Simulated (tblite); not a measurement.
## Geometry relaxation, with input and output: C5H14BNSi (part 1 of 4)

- system: C5H14BNSi
- method: GFN2-xTB geometry optimisation, gas phase (tblite 0.8.0)

It belongs to a series of runs on one base structure; here: H on N replaced by allyl.

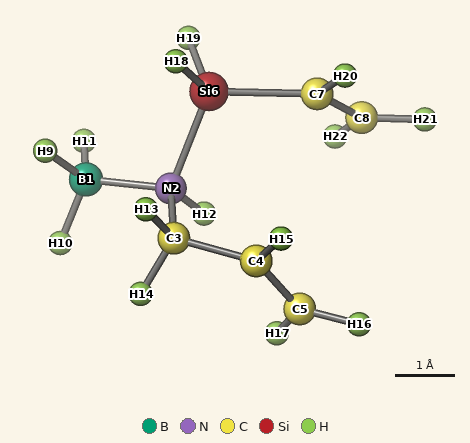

**Figure 1.** The starting structure (ball-and-stick view, seen at a tilt; atoms are numbered from 1 in the order of the input).

## Input file
```
{"job": {"kind": "relax", "xc": "GFN2-xTB", "basis": "xTB"}, "charge": 0, "multiplicity": 1}
B     -0.658500    -2.175800    -1.081700
N     -0.352600    -0.821400    -0.397200
C     -1.124000     0.266000    -0.995500
C     -1.055900     1.553600    -0.205400
C     -1.624100     1.655200     1.014800
Si     1.428800    -0.525900    -0.517500
C      1.958000     0.776800     0.687700
C      1.785100     0.613400     2.006400
H     -0.389600    -2.130200    -2.241600
H     -1.832200    -2.426200    -0.965300
H     -0.060500    -3.063400    -0.568700
H     -0.602800    -0.929700     0.624500
H     -0.784300     0.475500    -2.025100
H     -2.205200    -0.011900    -1.076100
H     -0.545800     2.412800    -0.619500
H     -1.557900     2.592200     1.567400
H     -2.156500     0.826800     1.455800
H      1.769200    -0.098500    -1.879700
H      2.173200    -1.756600    -0.203400
H      2.417900     1.686400     0.323900
H      2.086100     1.391800     2.697600
H      1.321200    -0.291400     2.397800
```

The first line tells a small driver script what to run in tblite; the rest is the geometry in Å.

Run on 1 CPU thread, shared host.

Run as:
```bash
OMP_NUM_THREADS=1 python <driver script> task.json out
```

## The program's output
```
step      E/eV     max force
  0    -643.82389    1.881
  1    -643.96978    1.407
  2    -644.03900    0.920
  3    -644.07154    0.332
  4    -644.08932    0.305
  5    -644.09966    0.282
  6    -644.10734    0.293
  7    -644.11225    0.160
  8    -644.11583    0.156
  9    -644.11957    0.186
 10    -644.12273    0.129
 11    -644.12515    0.108
 12    -644.12686    0.082
 13    -644.12832    0.097
 14    -644.12959    0.096
 15    -644.13057    0.065
 16    -644.13132    0.057
 17    -644.13200    0.056
 18    -644.13269    0.052
 19    -644.13334    0.065
 20    -644.13390    0.057
 21    -644.13444    0.057
 22    -644.13502    0.062
 23    -644.13563    0.052
 24    -644.13623    0.065
 25    -644.13674    0.065
 26    -644.13713    0.041
 27    -644.13742    0.034
 28    -644.13768    0.031
 29    -644.13798    0.047
 30    -644.13832    0.049
 31    -644.13862    0.042
 32    -644.13886    0.032
 33    -644.13906    0.035
 34    -644.13932    0.043
 35    -644.13966    0.056
 36    -644.14007    0.055
 37    -644.14049    0.059
 38    -644.14094    0.059
 39    -644.14145    0.083
 40    -644.14201    0.084
 41    -644.14253    0.056
 42    -644.14295    0.046
 43    -644.14329    0.042
 44    -644.14360    0.047
 45    -644.14390    0.046
 46    -644.14420    0.039
 47    -644.14452    0.049
 48    -644.14487    0.063
 49    -644.14521    0.051
 50    -644.14551    0.043
 51    -644.14580    0.042
 52    -644.14611    0.046
 53    -644.14645    0.054
 54    -644.14680    0.048
 55    -644.14716    0.059
 56    -644.14757    0.047
 57    -644.14805    0.060
 58    -644.14839    0.054
 59    -644.14886    0.049
 60    -644.14936    0.049
 61    -644.14991    0.055
 62    -644.15037    0.046
 63    -644.15074    0.047
 64    -644.15108    0.047
 65    -644.15143    0.054
 66    -644.15180    0.043
 67    -644.15211    0.028
 68    -644.15227    0.030
 69    -644.15256    0.052
 70    -644.15292    0.059
 71    -644.15329    0.043
 72    -644.15354    0.035
 73    -644.15372    0.028
 74    -644.15392    0.046
 75    -644.15419    0.048
 76    -644.15448    0.040
 77    -644.15471    0.030
 78    -644.15487    0.034
 79    -644.15505    0.042
 80    -644.15529    0.037
 81    -644.15551    0.036
 82    -644.15569    0.037
 83    -644.15582    0.027
 84    -644.15593    0.025
 85    -644.15605    0.036
 86    -644.15620    0.038
 87    -644.15637    0.038
 88    -644.15655    0.030
 89    -644.15674    0.034
 90    -644.15697    0.035
 91    -644.15722    0.038
 92    -644.15750    0.058
 93    -644.15775    0.047
 94    -644.15803    0.035
 95    -644.15833    0.039
 96    -644.15865    0.047
 97    -644.15905    0.045
 98    -644.15942    0.039
 99    -644.15966    0.024
100    -644.15982    0.024
101    -644.15998    0.026
102    -644.16020    0.040
103    -644.16046    0.028
104    -644.16069    0.066
105    -644.16089    0.033
106    -644.16113    0.045
107    -644.16135    0.040
108    -644.16166    0.033
109    -644.16219    0.046
110    -644.16268    0.052
111    -644.16323    0.068
112    -644.16378    0.046
113    -644.16426    0.061
114    -644.16466    0.050
115    -644.16510    0.053
116    -644.16568    0.052
117    -644.16667    0.060
118    -644.16699    0.066
119    -644.16755    0.065
120    -644.16834    0.058
121    -644.16910    0.052
122    -644.16979    0.080
123    -644.17031    0.082
124    -644.17081    0.045
125    -644.17169    0.102
126    -644.17227    0.071
127    -644.17313    0.085
128    -644.17391    0.053
129    -644.17442    0.069
130    -644.17481    0.062
131    -644.17518    0.060
132    -644.17560    0.047
133    -644.17614    0.040
134    -644.17646    0.050
135    -644.17686    0.048
136    -644.17716    0.044
137    -644.17747    0.040
138    -644.17770    0.033
139    -644.17785    0.027
140    -644.17795    0.026
141    -644.17804    0.021
142    -644.17817    0.021
143    -644.17827    0.026
144    -644.17836    0.026
145    -644.17843    0.016
146    -644.17849    0.018
147    -644.17853    0.013
148    -644.17857    0.014
149    -644.17861    0.014
150    -644.17863    0.013
151    -644.17864    0.011
152    -644.17865    0.010
153    -644.17868    0.015
154    -644.17872    0.021
155    -644.17880    0.027
156    -644.17890    0.027
157    -644.17901    0.027
158    -644.17911    0.028
159    -644.17923    0.032
160    -644.17942    0.048
161    -644.17972    0.059
162    -644.18009    0.055
163    -644.18044    0.056
164    -644.18073    0.060
165    -644.18094    0.055
166    -644.18127    0.053
167    -644.18162    0.050
168    -644.18201    0.046
169    -644.18232    0.049
170    -644.18284    0.059
171    -644.18348    0.070
172    -644.18406    0.105
173    -644.18403    0.129
174    -644.18494    0.039
175    -644.18520    0.032
176    -644.18555    0.062
177    -644.18568    0.046
178    -644.18581    0.032
179    -644.18599    0.019
180    -644.18604    0.016
181    -644.18609    0.012
182    -644.18611    0.010
183    -644.18614    0.010
184    -644.18616    0.009
```

## Trajectory as extended XYZ (Å, eV, eV/Å), 37 of the 185 frames kept, from step=0 to step=184
```
22
Properties=species:S:1:pos:R:3:forces:R:3 step=0 energy=-643.82389
B    -0.6585   -2.1758   -1.0817   -0.9150  -1.5030  -0.6640
N    -0.3526   -0.8214   -0.3972    0.6390   0.9020   1.2990
C    -1.1240    0.2660   -0.9955   -0.8150   0.7710  -0.1790
C    -1.0559    1.5536   -0.2054   -0.7340  -0.1420   1.5780
C    -1.6241    1.6552    1.0148    0.7870   0.3630  -1.3150
Si    1.4288   -0.5259   -0.5175    0.3590  -0.7520  -0.6460
C     1.9580    0.7768    0.6877   -0.2270   0.3030   1.2050
C     1.7851    0.6134    2.0064    0.0760   0.2700  -0.6970
H    -0.3896   -2.1302   -2.2416    0.1490   0.2250  -0.1260
H    -1.8322   -2.4262   -0.9653   -0.0870   0.2390   0.0610
H    -0.0605   -3.0634   -0.5687    0.3320  -0.0040   0.2770
H    -0.6028   -0.9297    0.6245    0.0940   0.2490  -1.4230
H    -0.7843    0.4755   -2.0251    0.0370  -0.4220   0.3850
H    -2.2052   -0.0119   -1.0761    0.7100  -0.1570   0.1150
H    -0.5458    2.4128   -0.6195    0.0130  -0.1710  -0.0760
H    -1.5579    2.5922    1.5674   -0.1160  -0.4960  -0.0960
H    -2.1565    0.8268    1.4558    0.0250   0.1510   0.0380
H     1.7692   -0.0985   -1.8797   -0.2200   0.0260   0.0260
H     2.1732   -1.7566   -0.2034   -0.2560   0.1070   0.0270
H     2.4179    1.6864    0.3239   -0.0010  -0.0540   0.1050
H     2.0861    1.3918    2.6976   -0.0760  -0.3190   0.0910
H     1.3212   -0.2914    2.3978    0.2260   0.4140   0.0150
22
Properties=species:S:1:pos:R:3:forces:R:3 step=5 energy=-644.09966
B    -0.6951   -2.2516   -1.1161    0.0040   0.1480   0.0430
N    -0.3176   -0.7775   -0.4050    0.0300  -0.2800  -0.0170
C    -1.1334    0.2955   -0.9856   -0.0250  -0.1190  -0.1020
C    -1.0718    1.5614   -0.1875    0.0430  -0.0340  -0.0910
C    -1.6176    1.6656    1.0066   -0.0520   0.0850   0.1170
Si    1.4588   -0.5442   -0.5388    0.0280  -0.0240  -0.0530
C     1.9422    0.7852    0.6967    0.0350   0.0740   0.1730
C     1.7833    0.6317    2.0031    0.0020   0.0400  -0.0240
H    -0.3804   -2.1162   -2.2569   -0.0480  -0.0980  -0.0370
H    -1.8669   -2.4092   -0.9573    0.0240   0.0430  -0.0050
H    -0.0360   -3.0671   -0.5447   -0.0640   0.0370  -0.0100
H    -0.6081   -0.9107    0.5620    0.0640   0.0210  -0.1480
H    -0.7783    0.4481   -2.0013    0.0260   0.0750  -0.1310
H    -2.1738   -0.0411   -1.0604    0.0710  -0.1210   0.1100
H    -0.5442    2.3942   -0.6231    0.0640   0.0730  -0.0420
H    -1.5631    2.5735    1.5759    0.0020   0.0660   0.1120
H    -2.1521    0.8467    1.4562   -0.0620  -0.0360   0.0490
H     1.7474   -0.0915   -1.8946   -0.0740   0.0330  -0.0970
H     2.1588   -1.7727   -0.1952   -0.0660  -0.0840   0.0260
H     2.4170    1.6861    0.3373   -0.0030   0.0690  -0.0010
H     2.0839    1.3760    2.7216    0.0130   0.0250   0.0510
H     1.3365   -0.2628    2.4063   -0.0120   0.0070   0.0740
22
Properties=species:S:1:pos:R:3:forces:R:3 step=10 energy=-644.12273
B    -0.6992   -2.2422   -1.1195    0.0600  -0.0300  -0.0570
N    -0.3018   -0.7939   -0.4291    0.0430   0.1210  -0.0070
C    -1.1241    0.2861   -0.9959    0.0180   0.0220   0.0400
C    -1.0658    1.5551   -0.1861   -0.0240  -0.0040   0.0370
C    -1.6198    1.6733    1.0089    0.0480  -0.0510  -0.0600
Si    1.4748   -0.5438   -0.5466    0.0060   0.1150   0.0560
C     1.9448    0.7933    0.7087    0.0060  -0.0350  -0.0510
C     1.7828    0.6408    2.0151    0.0190   0.0080  -0.0370
H    -0.3928   -2.1403   -2.2662   -0.0290  -0.0540  -0.0470
H    -1.8677   -2.3945   -0.9570   -0.0840   0.0410   0.0170
H    -0.0501   -3.0602   -0.5444   -0.0160  -0.0400   0.0160
H    -0.5946   -0.9115    0.5360    0.0610  -0.0440  -0.0020
H    -0.7808    0.4570   -2.0187   -0.0810   0.0040   0.0540
H    -2.1562   -0.0766   -1.0379    0.0230   0.0010  -0.0250
H    -0.5382    2.3908   -0.6258    0.0230  -0.0320   0.0160
H    -1.5636    2.5763    1.5936    0.0230  -0.0150  -0.0680
H    -2.1588    0.8560    1.4619   -0.0250  -0.0050   0.0000
H     1.7250   -0.0844   -1.9132   -0.0110  -0.0020   0.0240
H     2.1386   -1.7904   -0.1898   -0.0160  -0.0100  -0.0070
H     2.4139    1.6998    0.3440   -0.0390  -0.0400   0.0600
H     2.0858    1.3815    2.7373   -0.0040   0.0460   0.0110
H     1.3374   -0.2527    2.4239   -0.0010   0.0050   0.0300
22
Properties=species:S:1:pos:R:3:forces:R:3 step=15 energy=-644.13057
B    -0.6990   -2.2436   -1.1294   -0.0450  -0.0410  -0.0030
N    -0.2853   -0.7872   -0.4402   -0.0320  -0.0470  -0.0320
C    -1.1214    0.2852   -0.9938   -0.0250  -0.0070  -0.0100
C    -1.0636    1.5508   -0.1854    0.0170  -0.0140  -0.0020
C    -1.6164    1.6666    1.0085   -0.0250   0.0150   0.0100
Si    1.4846   -0.5308   -0.5447   -0.0060  -0.0440  -0.0350
C     1.9493    0.7935    0.7158   -0.0030   0.0170   0.0240
C     1.7859    0.6455    2.0222   -0.0090   0.0080   0.0250
H    -0.4063   -2.1674   -2.2827   -0.0050  -0.0010   0.0300
H    -1.8746   -2.3726   -0.9544    0.0320   0.0370  -0.0010
H    -0.0635   -3.0662   -0.5429   -0.0190   0.0000  -0.0190
H    -0.5702   -0.9248    0.5241    0.0100  -0.0130   0.0020
H    -0.8008    0.4652   -2.0199    0.0140  -0.0110  -0.0180
H    -2.1468   -0.0918   -1.0316   -0.0510   0.0150   0.0240
H    -0.5269    2.3825   -0.6219    0.0130  -0.0230   0.0280
H    -1.5559    2.5746    1.5833    0.0140   0.0000   0.0010
H    -2.1681    0.8577    1.4626    0.0110   0.0060  -0.0250
H     1.7149   -0.0798   -1.9151    0.0460   0.0320  -0.0060
H     2.1227   -1.7926   -0.1915    0.0220   0.0180  -0.0080
H     2.4074    1.7047    0.3580    0.0300   0.0380  -0.0020
H     2.0836    1.3941    2.7395   -0.0090   0.0250  -0.0010
H     1.3398   -0.2443    2.4385    0.0170  -0.0070   0.0170
22
Properties=species:S:1:pos:R:3:forces:R:3 step=20 energy=-644.13390
B    -0.7064   -2.2524   -1.1348    0.0010   0.0480   0.0200
N    -0.2846   -0.7937   -0.4516    0.0250   0.0050   0.0180
C    -1.1274    0.2804   -0.9949    0.0130  -0.0100   0.0050
C    -1.0595    1.5432   -0.1837    0.0090   0.0020  -0.0040
C    -1.6183    1.6661    1.0063    0.0150  -0.0060   0.0030
Si    1.4862   -0.5273   -0.5492    0.0170   0.0240   0.0110
C     1.9502    0.7968    0.7209   -0.0090  -0.0040  -0.0030
C     1.7855    0.6513    2.0283    0.0020   0.0070  -0.0080
H    -0.4140   -2.1813   -2.2859   -0.0040  -0.0020  -0.0230
H    -1.8799   -2.3537   -0.9525   -0.0380  -0.0420  -0.0080
H    -0.0752   -3.0744   -0.5462   -0.0170  -0.0230   0.0030
H    -0.5560   -0.9361    0.5164   -0.0320  -0.0010  -0.0150
H    -0.8099    0.4634   -2.0222   -0.0250  -0.0230  -0.0040
H    -2.1569   -0.0907   -1.0225    0.0180   0.0030   0.0070
H    -0.5135    2.3716   -0.6120    0.0370  -0.0050  -0.0170
H    -1.5473    2.5745    1.5788   -0.0050  -0.0100   0.0220
H    -2.1725    0.8582    1.4566   -0.0300   0.0090   0.0100
H     1.7278   -0.0664   -1.9159    0.0280   0.0180   0.0180
H     2.1252   -1.7893   -0.1955    0.0120   0.0220  -0.0150
H     2.4100    1.7117    0.3675   -0.0200  -0.0270  -0.0060
H     2.0785    1.4081    2.7404   -0.0110  -0.0120  -0.0080
H     1.3477   -0.2406    2.4509    0.0120   0.0260  -0.0060
22
Properties=species:S:1:pos:R:3:forces:R:3 step=26 energy=-644.13713
B    -0.7176   -2.2535   -1.1378    0.0110  -0.0330  -0.0220
N    -0.2797   -0.7993   -0.4589   -0.0160   0.0180   0.0050
C    -1.1283    0.2751   -0.9936   -0.0040   0.0000  -0.0010
C    -1.0485    1.5374   -0.1818    0.0120  -0.0140   0.0100
C    -1.6149    1.6636    1.0053    0.0050   0.0100  -0.0260
Si    1.4914   -0.5188   -0.5514   -0.0310   0.0080   0.0220
C     1.9471    0.8003    0.7253    0.0000   0.0030  -0.0120
C     1.7851    0.6601    2.0332    0.0010   0.0020  -0.0070
H    -0.4259   -2.1931   -2.2908   -0.0070   0.0160  -0.0030
H    -1.8933   -2.3520   -0.9561   -0.0040  -0.0010  -0.0070
H    -0.0984   -3.0866   -0.5505    0.0100   0.0100   0.0090
H    -0.5563   -0.9480    0.5064    0.0110   0.0040   0.0140
H    -0.8288    0.4504   -2.0278    0.0050   0.0140   0.0110
H    -2.1590   -0.0914   -1.0065    0.0060  -0.0220   0.0180
H    -0.4815    2.3543   -0.6072    0.0090  -0.0100   0.0240
H    -1.5391    2.5678    1.5842    0.0170   0.0000   0.0020
H    -2.1899    0.8660    1.4503    0.0000   0.0080  -0.0320
H     1.7562   -0.0412   -1.9082   -0.0140   0.0090   0.0060
H     2.1374   -1.7772   -0.2074    0.0190  -0.0320  -0.0040
H     2.4052    1.7143    0.3694   -0.0220   0.0090  -0.0100
H     2.0710    1.4230    2.7403    0.0140   0.0110   0.0090
H     1.3573   -0.2317    2.4629   -0.0210  -0.0100  -0.0030
22
Properties=species:S:1:pos:R:3:forces:R:3 step=31 energy=-644.13862
B    -0.7222   -2.2600   -1.1434   -0.0040   0.0270   0.0180
N    -0.2800   -0.8023   -0.4599    0.0110  -0.0270  -0.0030
C    -1.1298    0.2719   -0.9916    0.0010  -0.0040   0.0130
C    -1.0388    1.5329   -0.1804   -0.0020   0.0100  -0.0050
C    -1.6130    1.6654    1.0014   -0.0080  -0.0010   0.0180
Si    1.4895   -0.5177   -0.5475    0.0280  -0.0250  -0.0190
C     1.9439    0.8035    0.7267   -0.0210   0.0010   0.0020
C     1.7847    0.6654    2.0352   -0.0070   0.0050   0.0010
H    -0.4333   -2.1933   -2.2968    0.0120  -0.0040   0.0160
H    -1.8994   -2.3538   -0.9617    0.0220  -0.0020  -0.0030
H    -0.1047   -3.0898   -0.5496    0.0100   0.0040  -0.0250
H    -0.5542   -0.9518    0.5063   -0.0020  -0.0040  -0.0010
H    -0.8372    0.4490   -2.0273   -0.0020  -0.0110   0.0070
H    -2.1583   -0.1001   -0.9923   -0.0140   0.0210  -0.0060
H    -0.4581    2.3434   -0.5981    0.0260  -0.0100   0.0000
H    -1.5276    2.5644    1.5870    0.0120   0.0010  -0.0080
H    -2.2017    0.8725    1.4356   -0.0170   0.0040  -0.0060
H     1.7623   -0.0264   -1.8988   -0.0300  -0.0060   0.0060
H     2.1466   -1.7772   -0.2169   -0.0180   0.0150  -0.0050
H     2.3937    1.7195    0.3653   -0.0030   0.0020   0.0040
H     2.0718    1.4304    2.7406   -0.0020  -0.0120  -0.0030
H     1.3554   -0.2265    2.4654    0.0080   0.0140  -0.0020
```
